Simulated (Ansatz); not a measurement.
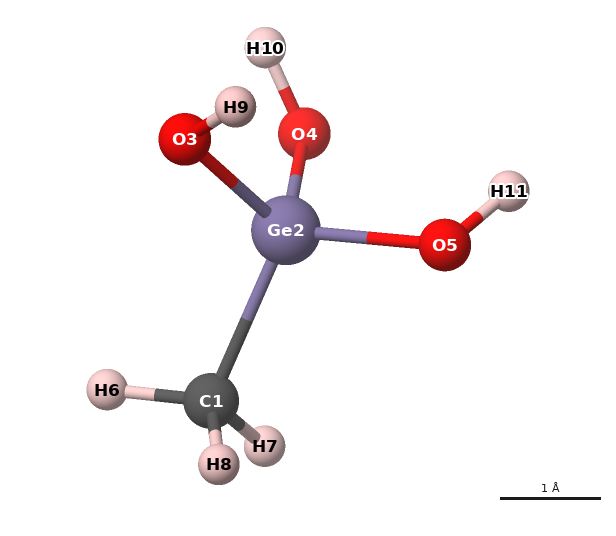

Simulated data, not a measurement (program: Ansatz).

The atoms are numbered. The species has charge +1 and is a spin doublet. Geometry: the geometry of the neutral molecule.

List the bonds and their lengths.

```
  bond  length (Å)
C1–Ge2       1.921
 C1–H6       1.090
 C1–H7       1.090
 C1–H8       1.090
Ge2–O3       1.773
Ge2–O4       1.773
Ge2–O5       1.773
 O3–H9       0.961
O4–H10       0.961
O5–H11       0.961
```
